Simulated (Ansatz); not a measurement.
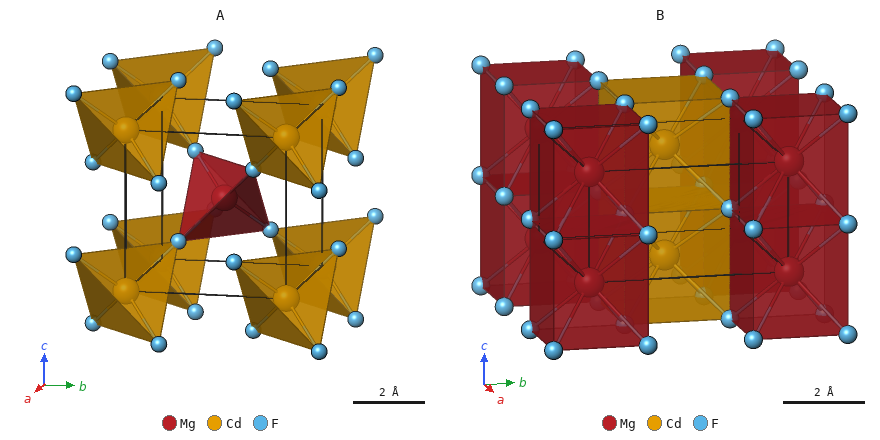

Two structures of MgCdF₄, each relaxed to rest (conventional cells in solid outline, small ones repeated, not to one scale). Method: DFT PBE, scalar-relativistic, plane waves, PAW in Ansatz, without spin polarisation.

**What structure does each panel show?**

A: 6 atoms a cell on a primitive cubic lattice, P-43m. B: 6 atoms a cell on a primitive tetragonal lattice, P4/mmm.

**Which structure wins energetically, and by what margin?**

A is lower, by 145 meV/atom at this level of theory (energies at zero smearing). Volumes: A 16.8, B 12.3 Å³/atom.

One or both may be structure types tried for this composition rather than known phases.
